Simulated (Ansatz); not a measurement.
## Electronic structure of ClH₄NO₂Ti···PH₃ in real space

| atom | x (Å) | y (Å) | z (Å) |
| --- | --- | --- | --- |
| Ti | -0.1788 | -0.5005 | -0.0570 |
| Cl | -0.2794 | -0.4549 | 2.2096 |
| N | 1.5722 | -0.5320 | -0.6271 |
| H | 2.1059 | -1.3679 | -0.7874 |
| H | 2.1155 | 0.2893 | -0.8266 |
| O | -0.9077 | 0.9728 | -0.6630 |
| H | -1.5993 | 1.5165 | -1.0000 |
| O | -0.9407 | -1.9820 | -0.5864 |
| H | -1.5574 | -2.6936 | -0.6105 |
| P | 1.6182 | 3.7490 | 1.7098 |
| H | 2.8754 | 3.2799 | 1.2639 |
| H | 0.9582 | 3.5457 | 0.4767 |
| H | 1.2073 | 2.5241 | 2.2772 |

Level of theory: RHF/def2-SVP (Ansatz 0.2.0).

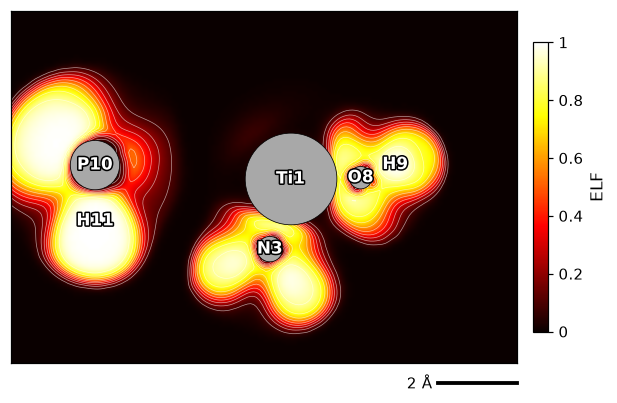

Figure 1. ELF on the plane of atoms N3, Ti1 and O8. Grey discs cover the atomic cores.

> What do the fields say about this system?

The section cuts through Ti, N, O, H and P sites.
Ti–O (1.75 Å): the ELF peaks at about 0.80 in the valence shell of O, 0.5 Å from its nucleus, and drops to about 0.20 between the two atoms.
Ti–N (1.84 Å): the ELF peaks at about 0.90 in the valence shell of N, 0.6 Å from its nucleus, and is about 0.40 at the midpoint.
O–H (0.94 Å): the ELF climbs to about 1 towards the hydrogen, as it does in any bond to H (an ordinary covalent bond to hydrogen).
P–H (1.41 Å): the ELF climbs to about 1 towards the hydrogen.
The ELF also peaks beside P10, away from the bonds: lone-pair regions.

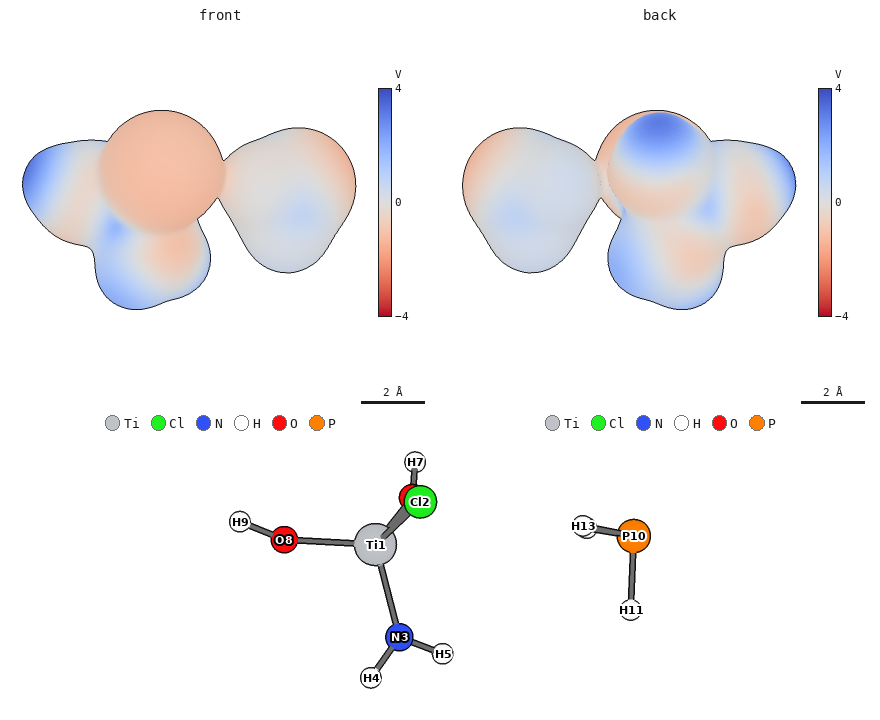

Figure 2. The molecular electrostatic potential painted on the density surface at 0.002 e/bohr³, seen from the front and from behind; the colour scale runs from red (negative) to blue (positive). The bare structure is drawn below in the same view.

> Which sites attract a positive test charge, and which a negative one?

A positive charge is drawn to the negative regions and a negative charge to the positive ones. The most negative region (about −1.2 V) lies over Cl2 and P10, the most positive (about +3.0 V) over H7 and H9.

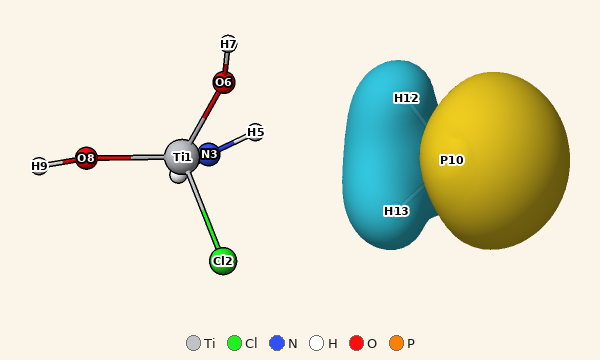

Figure 3. The HOMO at ±0.08 Å⁻³ᐟ² (yellow and cyan are the two phases), seen from one side.

> What is the character of this orbital?

By Hirshfeld shares it lies mainly on P10 (about 80 %); largely a lone pair of P10. Its energy is −10.14 eV.

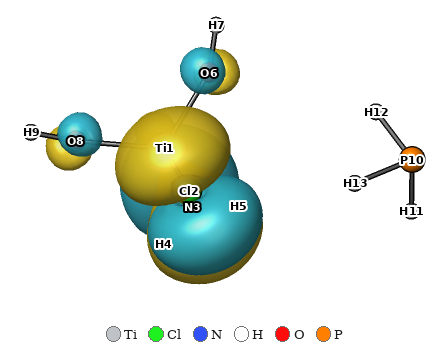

Figure 4. The HOMO−1 at ±0.08 Å⁻³ᐟ² (yellow and cyan are the two phases), seen at a tilt.

> Describe this orbital and give its energy.

By Hirshfeld shares it lies mainly on N3 (about 45 %), Cl2 (about 40 %) and Ti1 (about 10 %); largely a combination of lone pairs on N3 and Cl2. Its energy is −10.93 eV.
